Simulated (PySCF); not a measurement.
C$_{5}$H$_{5}$ClO (SMILES C=CC(=C)C(=O)Cl)

Input file:

```
{"job": {"kind": "nmr", "xc": "PBE0", "basis": "pcSseg-1"}, "charge": 0, "multiplicity": 1}
C      2.004369     0.232138     0.084665
C      0.934782    -0.553150     0.074761
C     -0.472339    -0.157213    -0.016977
C     -1.425476    -1.100603    -0.013905
C     -0.799499     1.275845    -0.110869
O     -0.061533     2.205909    -0.124374
Cl    -2.545470     1.620491    -0.217172
H      2.992104    -0.191213     0.157344
H      1.943036     1.303330     0.022896
H      1.067220    -1.626453     0.140537
H     -2.472434    -0.866833    -0.078793
H     -1.163562    -2.142933     0.055860
```

Launched as:

```sh
OMP_NUM_THREADS=1 python probes_run.py task.json out
```

Geometry: GFN2-xTB.

Method: PBE0/pcSseg-1, SCF density, gas phase, non-relativistic (PySCF).

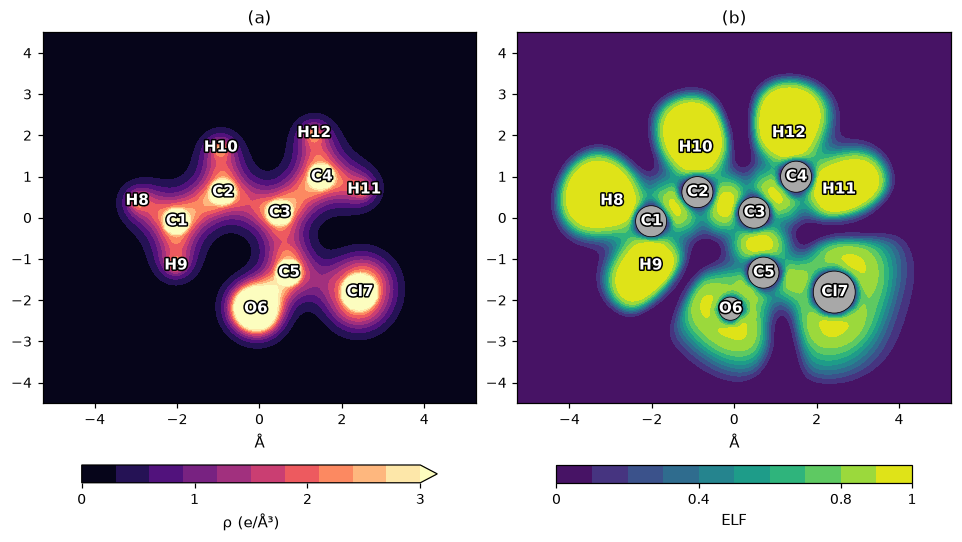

Figure 1. (a) total electron density; (b) electron localisation function on the molecular plane. Grey discs cover the atomic cores in the ELF map.

Describe what can be read from this map.

Answer. The section cuts through C, O, Cl and H sites.
C–O (1.19 Å): ρ at the midpoint is about 3.5 e/Å³; the ELF peaks at about 0.85 between the atoms: a short, multiple covalent bond.
C–C (1.33 Å): ρ at the midpoint is about 2.3 e/Å³; the ELF peaks at about 0.90 between the atoms (a short, multiple covalent bond).
C–Cl (1.78 Å): ρ is about 1.3 e/Å³ halfway; the ELF peaks at about 0.90 between the atoms; a shared electron pair.
C–H (1.07 Å): the density is about 2.1 e/Å³ at the midpoint; the ELF climbs to about 1 towards the hydrogen, as it does in any bond to H: an ordinary covalent bond to hydrogen.
C–C (1.46 Å): ρ at the midpoint is about 1.8 e/Å³; the ELF peaks at about 0.95 between the atoms, as expected for a covalent bond.
The ELF also peaks beside O6 and Cl7, away from the bonds: lone-pair regions.

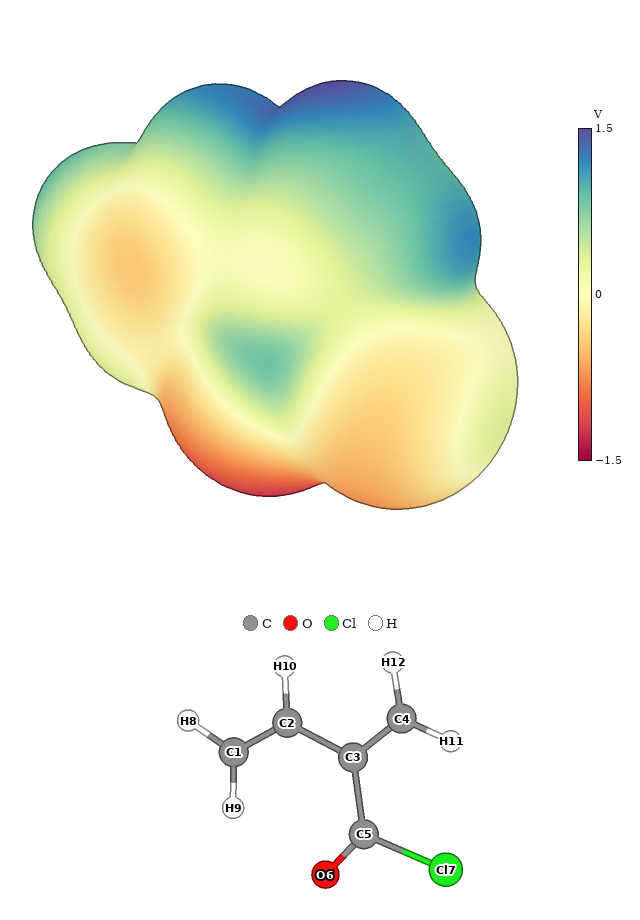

Figure 2. The molecular electrostatic potential painted on the density surface at 0.002 e/bohr³, seen at a tilt; red is negative and blue positive. The bare structure is drawn below in the same view.

Where is the surface potential most negative and most positive?

Answer. The most negative region (about −1.3 V, or −30 kcal/mol for a unit charge) lies over O6, the most positive (about +1.5 V, or +35 kcal/mol for a unit charge) over H12. Cl7 shows a σ-hole: about +0.3 V at the tip opposite its bond, against about −0.2 V on its flanks. O6 is the likeliest acceptor of a hydrogen bond.

How polar is the molecule by this calculation?

Answer. Its dipole moment is 3.21 D.
